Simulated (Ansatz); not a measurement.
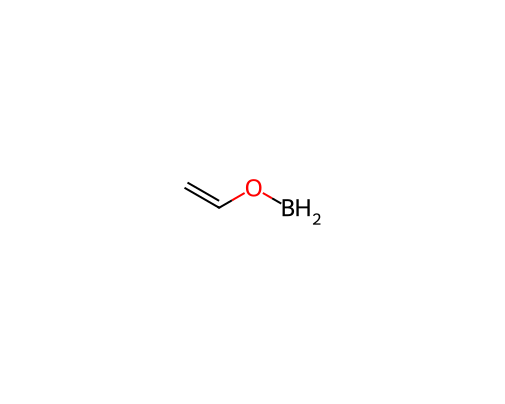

A structural formula.

Question: Transcribe the drawing into SMILES.

Answer: BOC=C

Question: Give the formula, hydrogens included.

Answer: C2H5BO.

Question: An optimisation with PBE0-D4/def2-TZVP gave a structure of which point group?

Answer: Cs. Other conformers may differ.

The parts below concern this one geometry. Atoms keep their numbers from picture to picture. The computed structure is the end point of a PBE0-D4/def2-TZVP optimisation.

### Vibrations

Harmonic vibrations computed with RKS PBE0-D4/def2-TZVP (Ansatz 0.2.0) at a stationary point of the same level.

Question: How many vibrational modes are there, and where do they lie?

Answer: 21 modes: 122, 302, 416, 521, 750, 893, 905, 993, 1009, 1039, 1161, 1236, 1331, 1390, 1420, 1731, 2564, 2678, 3167, 3188, 3283 cm⁻¹.

### Thermal motion

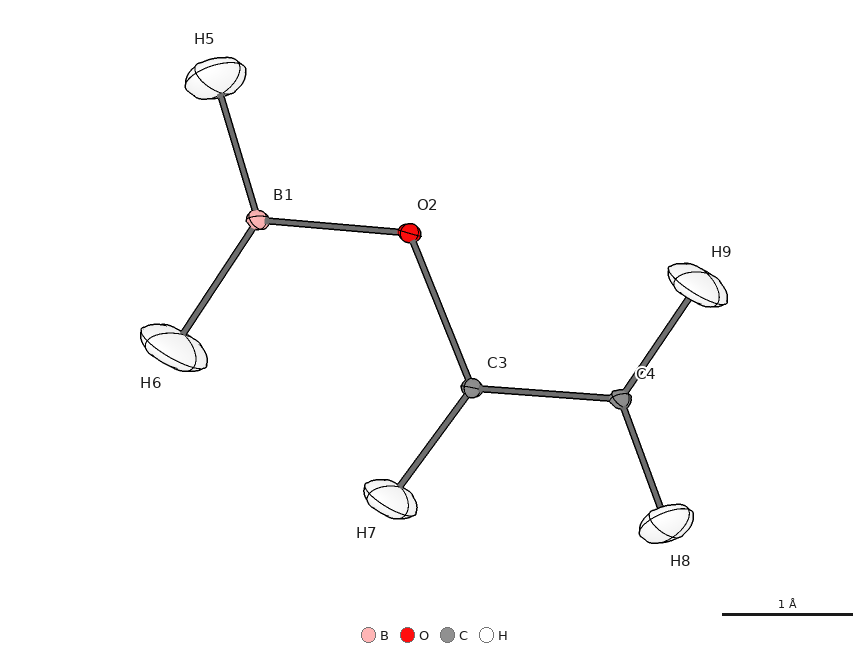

Displacement ellipsoids at the 50 % level, from the internal vibrations of the free molecule (harmonic, no overall translation or rotation; no half-axis is drawn under 0.075 Å). Vibrations computed with RKS PBE0-D4/def2-TZVP (Ansatz 0.2.0). Temperature: 298 K.

Give the displacement parameters, one line for each set of equivalent atoms.

```json
{"atom": "B1", "U_eq (Å²)": "0.0038", "rms amplitudes (Å)": "0.033, 0.044, 0.091"}
{"atom": "O2", "U_eq (Å²)": "0.0036", "rms amplitudes (Å)": "0.027, 0.043, 0.090"}
{"atom": "C3", "U_eq (Å²)": "0.0029", "rms amplitudes (Å)": "0.030, 0.042, 0.079"}
{"atom": "C4", "U_eq (Å²)": "0.0028", "rms amplitudes (Å)": "0.030, 0.037, 0.079"}
{"atom": "H5", "U_eq (Å²)": "0.0232", "rms amplitudes (Å)": "0.087, 0.147, 0.201"}
{"atom": "H6", "U_eq (Å²)": "0.0354", "rms amplitudes (Å)": "0.084, 0.153, 0.275"}
{"atom": "H7", "U_eq (Å²)": "0.0226", "rms amplitudes (Å)": "0.080, 0.119, 0.217"}
{"atom": "H8", "U_eq (Å²)": "0.0176", "rms amplitudes (Å)": "0.078, 0.140, 0.164"}
{"atom": "H9", "U_eq (Å²)": "0.0266", "rms amplitudes (Å)": "0.075, 0.149, 0.228"}
```

### Electronic properties

Level of theory: RKS B3LYP-D4/def2-TZVPP (Ansatz 0.2.0).

Question: Give the HOMO energy (Kohn–Sham orbital) at this level.

Answer: −7.29 eV.

Question: What is the HOMO–LUMO gap?

Answer: 6.21 eV.

Question: Give the dipole moment at this level.

Answer: 1.08 D.

Question: What is the vertical ionisation energy?

Answer: 9.87 eV.
